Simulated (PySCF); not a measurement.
## Electronic structure of C7H5NO (SMILES N#C[C@]12C=C[C@H](C=C1)O2) in real space

```
atom    x (Å)    y (Å)    z (Å)
   N   3.4204  -0.4648   0.1933
   C   2.2986  -0.2895   0.0652
   C   0.8801  -0.0925  -0.0276
   C   0.2616   0.9459   0.9353
   C  -0.8907   1.2683   0.3741
   C  -0.9584   0.4276  -0.9064
   C  -1.1546  -1.0150  -0.4253
   C  -0.0038  -1.3500   0.1316
   O   0.4113   0.4005  -1.2810
   H   0.7290   1.2632   1.8442
   H  -1.6603   1.9376   0.6991
   H  -1.5916   0.7828  -1.7118
   H  -2.0654  -1.5679  -0.5283
   H   0.3232  -2.2468   0.6155
```

Geometry: GFN2-xTB.

Theory: PBE0/def2-SVPD, SCF density, gas phase in PySCF.

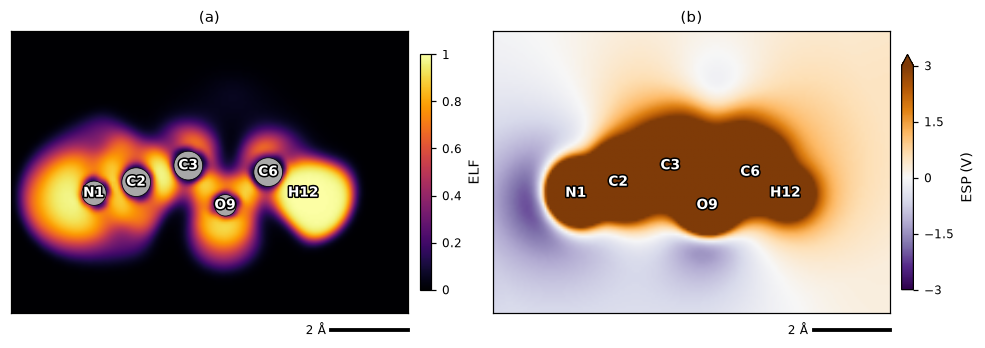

Figure 1. (a) ELF; (b) molecular electrostatic potential on the plane of atoms C2, C3 and O9. Grey discs cover the atomic cores in the ELF map.

**What does the map show?**

The plane passes through N, C, O and H nuclei.
C–N (1.14 Å): the ELF peaks at about 0.85 between the atoms (a short, multiple covalent bond).
C–O (1.42 Å): the ELF peaks at about 0.90 between the atoms: a polar covalent bond.
C–H (1.08 Å): the ELF climbs to about 1 towards the hydrogen, as it does in any bond to H: a covalent bond by its length.
C–C (1.44 Å): the ELF peaks at about 0.95 between the atoms; a covalent bond.
The ELF also peaks beside O9 and N1, away from the bonds: lone-pair regions.
Outside the dense part of the molecule the potential is most negative (−2.1 V) near N1.

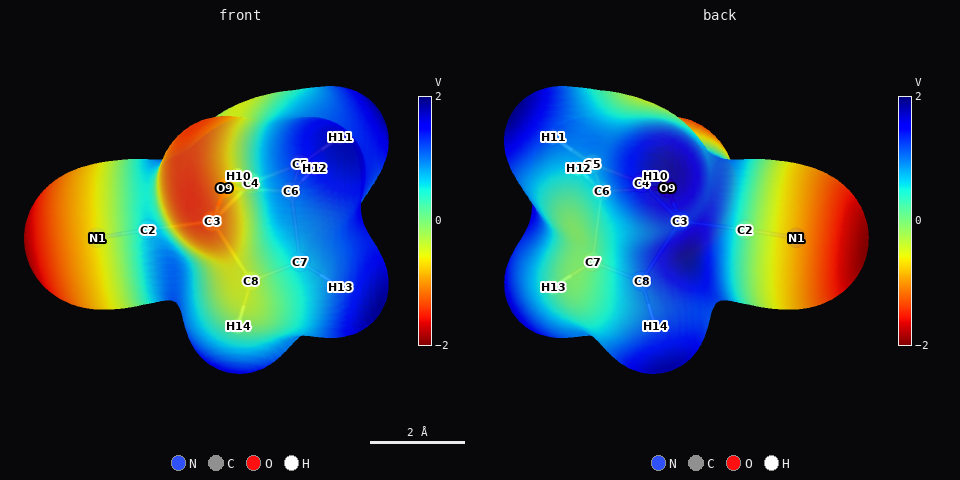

Figure 2. The molecular electrostatic potential painted on the density surface at 0.004 e/bohr³, seen from the front and from behind; red is negative and blue positive.

**Where is the surface potential most negative and most positive?**

The most negative region (about −1.9 V) lies over N1, the most positive (about +1.9 V) over C3, H11 and H13. N1 is the likeliest acceptor of a hydrogen bond.

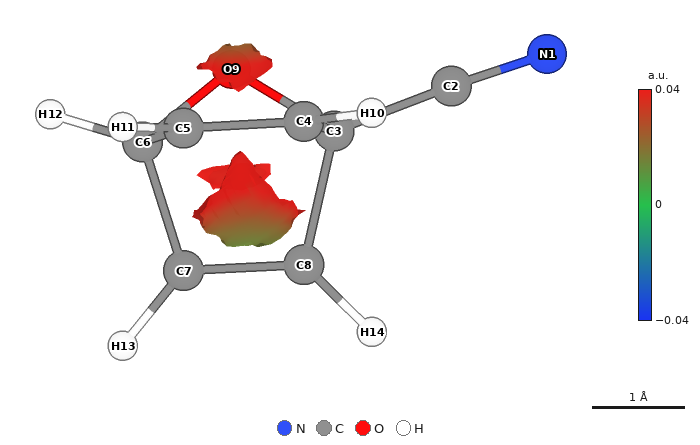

Figure 3. Non-covalent interaction (NCI) plot: the surface where the reduced density gradient is 0.6, for densities under 0.05 a.u., coloured by sign(λ₂)ρ; seen at an oblique angle.

**What holds or crowds the atoms apart from the covalent bonds?**

Inside the ring or cage of C3, C4, C5, C6, C7 and C8: steric crowding (red); inside the ring or cage of C3, C6, C7, C8 and O9: steric crowding (red); inside the ring or cage of C3, C4, C5, C6 and O9: steric crowding (red).
